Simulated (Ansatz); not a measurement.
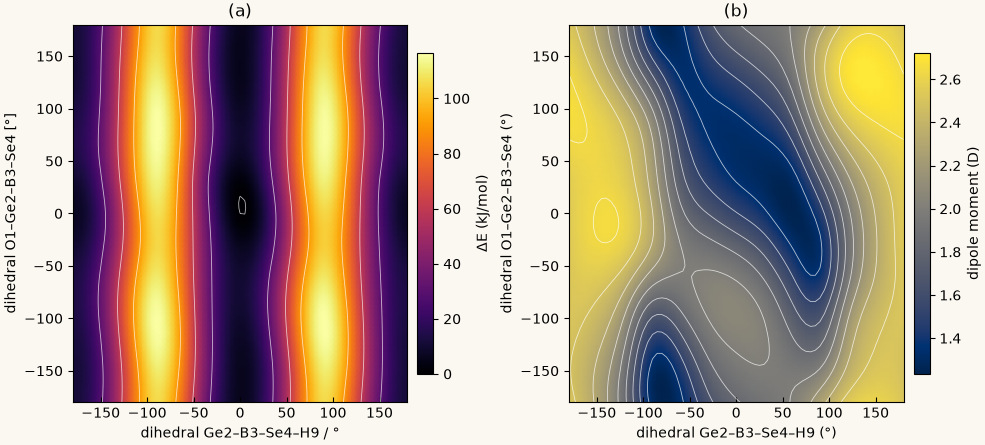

BGeH5OSe, SMILES [OH][GeH2][BH][SeH]. 
- Coordinates scanned: (1) dihedral Ge2–B3–Se4–H9; (2) dihedral O1–Ge2–B3–Se4.
- Nothing is relaxed (all other coordinates rigid).
- The scan uses a 12 × 12 grid.
- Points are written as (first, second).
- All energies are given in kJ/mol relative to the lowest grid point.
- All numbers below come from Ansatz 0.2.0, RKS BHLYP-D4/def2-SVP.

Panel (a) is the energy and panel (b) the computed dipole moment on the same grid.

In the figure: a smooth colour map with a few white contour lines. Between grid points the surface is interpolated.

Question: How does the dipole moment vary over the map, and what is it at the lowest grid point?

Answer: Leaving out the highest fifth of the energies, it runs from 1.25 D at (60°, 0°) to 2.72 D at (150°, 120°). At the lowest grid point, (0°, 0°), it is 1.53 D.
